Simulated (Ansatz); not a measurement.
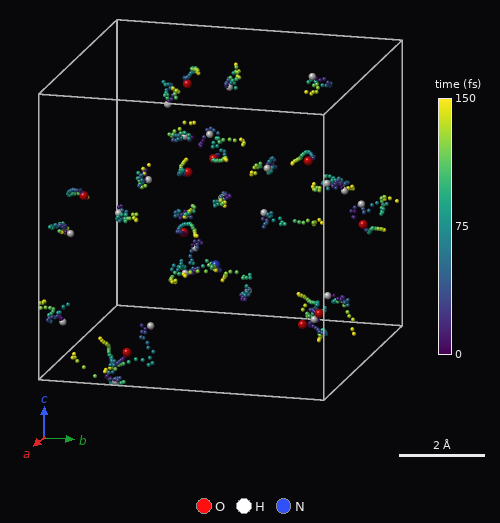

Molecular dynamics of a periodic cell with 10 H2O + 1 NH3 at 0.966 g/cm³, 150 fs long. Dots mark each atom's position at evenly spaced times, coloured by time; spheres stand at the starting positions. Seen slightly off an axis in the simulation cell.

All numbers below come from DFT PBEsol, scalar-relativistic, plane waves, PAW in Ansatz 0.2.0. Run with plane-wave cutoff 420 eV; k-point mesh 1 × 1 × 1; Fermi-Dirac smearing 0.02 eV; low-accuracy preset; Langevin thermostat (NVT); set temperature 500 K; time step 0.5 fs; friction 0.02 per fs.

Input file:
```yaml
accuracy: low
crystal:
  lattice:
    - [6.972683, 0.0, 0.0]
    - [0.0, 6.972683, 0.0]
    - [0.0, 0.0, 6.972683]
  atoms:
    - { symbol: O, position: [0.75212812, 0.91612795, 0.23313477] }
    - { symbol: H, position: [0.62927397, 0.86461571, 0.17639258] }
    - { symbol: H, position: [0.79060053, 1.02768683, 0.14991409] }
    - { symbol: O, position: [0.42859853, 0.76834032, 0.09934496] }
    - { symbol: H, position: [0.3280732, 0.82899452, 0.17848767] }
    - { symbol: H, position: [0.40413543, 0.79612709, -0.03653471] }
    - { symbol: O, position: [0.85828148, 0.27102337, 0.07832804] }
    - { symbol: H, position: [0.88580629, 0.36158332, 0.18477229] }
    - { symbol: H, position: [0.98485061, 0.26576031, 0.0096955] }
    - { symbol: O, position: [0.74234978, 0.08790736, 0.58348576] }
    - { symbol: H, position: [0.74293047, 0.04116459, 0.44783488] }
    - { symbol: H, position: [0.66901478, -0.01831528, 0.64563654] }
    - { symbol: O, position: [0.98906486, 0.61109687, 0.8150513] }
    - { symbol: H, position: [0.86596057, 0.56309662, 0.86479229] }
    - { symbol: H, position: [0.96561846, 0.63301718, 0.6732691] }
    - { symbol: O, position: [0.23051133, 0.92641547, 0.40932216] }
    - { symbol: H, position: [0.22854404, 1.06884144, 0.3872995] }
    - { symbol: H, position: [0.10037793, 0.88468507, 0.4438805] }
    - { symbol: O, position: [0.51632047, 0.39077146, 0.6286224] }
    - { symbol: H, position: [0.42170281, 0.35392052, 0.72762477] }
    - { symbol: H, position: [0.60737167, 0.27722307, 0.61793111] }
    - { symbol: O, position: [0.18056506, 0.29636914, 0.84408525] }
    - { symbol: H, position: [0.11307641, 0.4251719, 0.82386392] }
    - { symbol: H, position: [0.12074897, 0.21056699, 0.75062911] }
    - { symbol: O, position: [0.26653379, 0.30759147, 0.34674194] }
    - { symbol: H, position: [0.32451114, 0.32832946, 0.22042711] }
    - { symbol: H, position: [0.36810187, 0.34737494, 0.4415297] }
    - { symbol: O, position: [0.48616857, 0.80399341, 0.68984363] }
    - { symbol: H, position: [0.51519925, 0.6683955, 0.66216606] }
    - { symbol: H, position: [0.39246458, 0.84382349, 0.58953291] }
    - { symbol: "N", position: [0.93919918, 0.60393634, 0.42946263] }
    - { symbol: H, position: [1.05693705, 0.53107569, 0.37689146] }
    - { symbol: H, position: [0.83397447, 0.50375167, 0.45494901] }
    - { symbol: H, position: [0.88512653, 0.70360122, 0.33221576] }
basis:
  ecutwfc: 420.0
kpoints:
  mp_grid: { grid: [1, 1, 1] }
hamiltonian:
  xc: pbesol
scf:
  occupations: { method: fermi_dirac, width: 0.02 }
  lower_state_search: "off"
md:
  timestep: 0.5
  n_steps: 300
  ensemble: nvt_langevin
  temperature: 500.0
  initial_velocities: maxwell_boltzmann
  seed: 434332
  friction: 0.02
```

Run as
```bash
ansatz run input.yaml --threads 1 --pin off --max-ram 3072MiB --backend cpu --events-out ev --progress --plain --runs-dir out
```

What do the traces tell about the motion?

Root-mean-square distances from the starting positions over the second half, with the common drift of all atoms taken out: H 0.74 Å, N 0.62 Å, O 0.46 Å. The heavy atoms stay within a fraction of a molecule's size of their starting places; so short a run doesn't tell a liquid from a solid.

Limits of the set-up: the program's low-accuracy preset was used; the periodic images lie only 7.0 Å apart, so the values are limited by the cell's size.
